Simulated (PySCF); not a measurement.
# GaCl (SMILES [Cl][Ga]): what the fields show

The calculation's input:

```
{"job": {"kind": "uv", "xc": "wB97X-D", "basis": "def2-SVPD", "ip": true}, "charge": 0, "multiplicity": 1}
Cl     1.132495    -0.085719     0.009656
Ga    -1.082785    -0.001991    -0.031886
```

Run with:

```sh
OMP_NUM_THREADS=1 python probes_run.py task.json out
```

Geometry: PBE0-D3(BJ)/def2-SVP.

Computed with wB97X-D/def2-SVPD, SCF density, gas phase in PySCF 2.14.0.

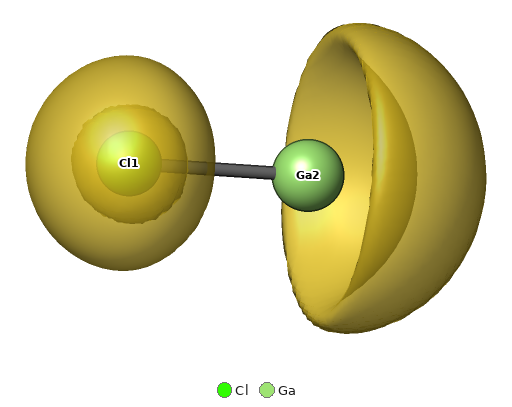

Figure 1. Isosurface of the ELF at 0.75 (yellow), seen from one side. Core shells and regions of very low density are left out.

Question: What do the ELF domains correspond to?

Answer: The ELF exceeds this value in one lobe on Ga, pointing away from the bonds (lone pairs) and one region wrapped around Cl (its valence shell).


Ga–Cl (2.22 Å): the ELF peaks at about 0.85 in the valence shell of Cl, 0.8 Å from its nucleus, and is about 0.50 at the midpoint.

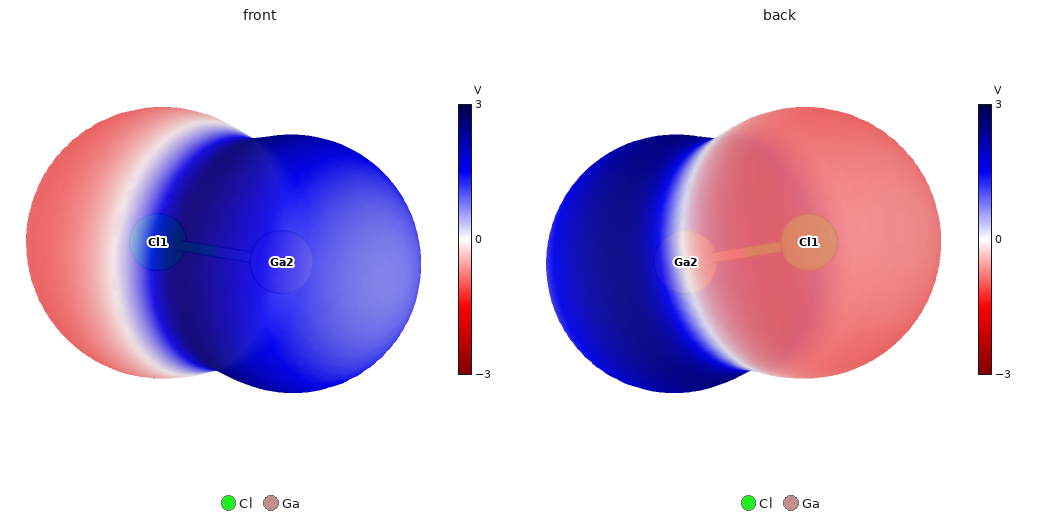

Figure 2. The electrostatic potential painted on the density surface at 0.004 e/bohr³, seen from the front and from behind; the colour scale runs from red (negative) to blue (positive).

Question: Which sites attract a positive test charge, and which a negative one?

Answer: A positive charge is drawn to the negative regions and a negative charge to the positive ones. The most negative region (about −0.9 V) lies over Cl1, the most positive (about +2.5 V) over Ga2.

Question: What dipole moment does the calculation give?

Answer: Its dipole moment is 2.56 D.

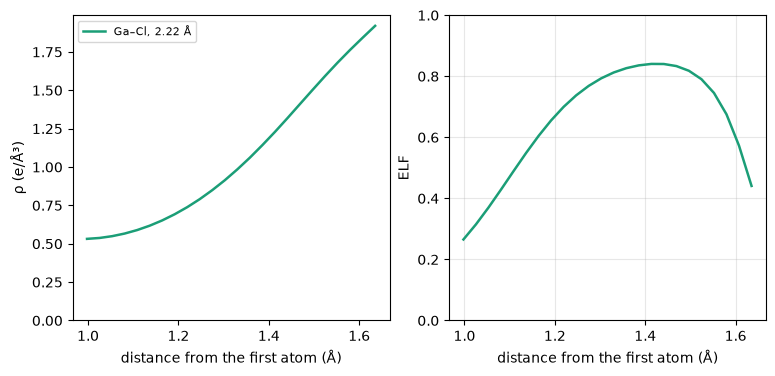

Figure 3. Total electron density and electron localisation function along straight lines between neighbouring atoms. The curves leave out the atomic cores.

Question: What can be read from the curves?

Answer: Ga–Cl (2.22 Å): ρ is about 0.59 e/Å³ halfway; the ELF peaks at about 0.85 in the valence shell of Cl, 0.8 Å from its nucleus, and is about 0.50 at the midpoint.
